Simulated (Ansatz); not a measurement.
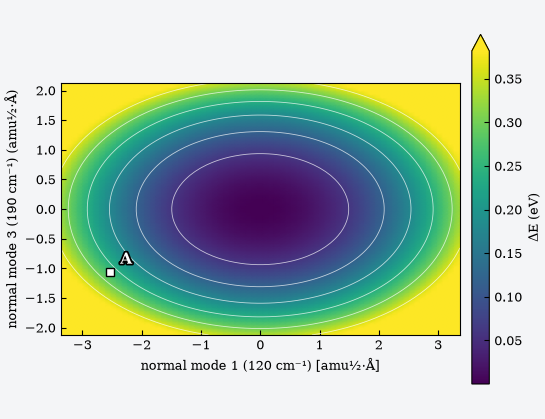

AlCl2Br. 
- The first coordinate is: normal mode 1 (120 cm⁻¹); the second: normal mode 3 (190 cm⁻¹).
- Nothing is relaxed (straight displacements along the two mass-weighted modes).
- The grid has 9 × 9 points; 25 points were computed and 56 follow by symmetry.
- Energies are in eV, from the lowest grid point.
- Computed with RKS B3LYP-D4/def2-TZVP in Ansatz 0.2.0.

The picture shows a smooth colour map with a few white contour lines, one colour for all values above the top of the scale, the point A. Between grid points the surface is interpolated.

Which way does the force act at A, and how strong is it?

Answer. A, at normal mode 1 (120 cm⁻¹) = −2.52 amu½·Å, normal mode 3 (190 cm⁻¹) = −1.06 amu½·Å, is not a stationary point. The computed force is 0.15 eV for each amu½·Å towards larger values of normal mode 1 (120 cm⁻¹) and 0.16 eV for each amu½·Å towards larger values of normal mode 3 (190 cm⁻¹).
